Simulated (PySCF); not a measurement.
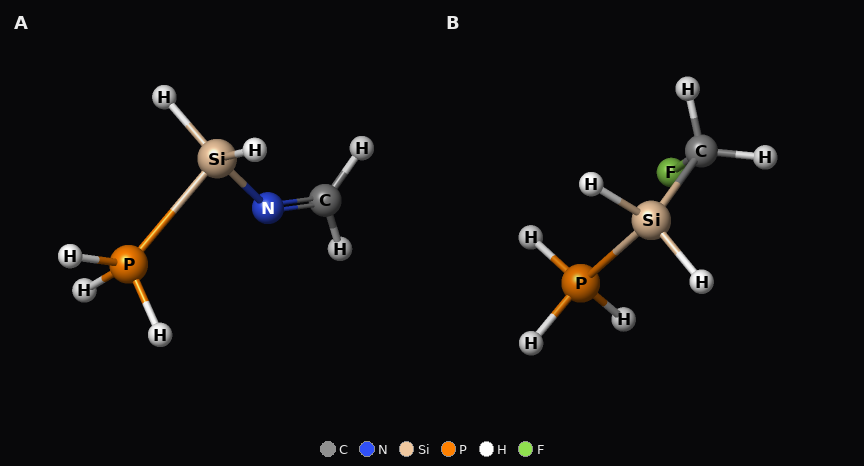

Two related species, optimised with GFN2-xTB; properties computed with PySCF 2.14.0. Both: charge +1, singlet.

Identify both.

A is CH7NPSi(+) (C=N[SiH2][PH3+]), B is CH7FPSi(+) (FC[SiH2][PH3+]).

Compare them. With CAM-B3LYP/def2-SVPD: HOMO–LUMO gap (eV), HOMO energy (Kohn–Sham orbital) (eV), lowest vertical singlet excitation (eV), mean static polarisability (bohr³). With GFN2-xTB: mean Si–H length (Å), mean Si–P length (Å).

```csv
quantity,A,B
HOMO–LUMO gap (eV),8.46,10.60
HOMO energy (Kohn–Sham orbital) (eV),−13.04,−15.39
lowest vertical singlet excitation (eV),3.90,6.98
mean static polarisability (bohr³),66.5,58.9
mean Si–H length (Å),1.456,1.461
mean Si–P length (Å),2.381,2.341
```

Each is one conformer, and no frequency run is at hand to confirm it as a minimum.

The geometry is semi-empirical. Around P, Si such bond lengths and angles can be off by a tenth of an ångström or more and by several degrees, and values that hang on the shape move with them.
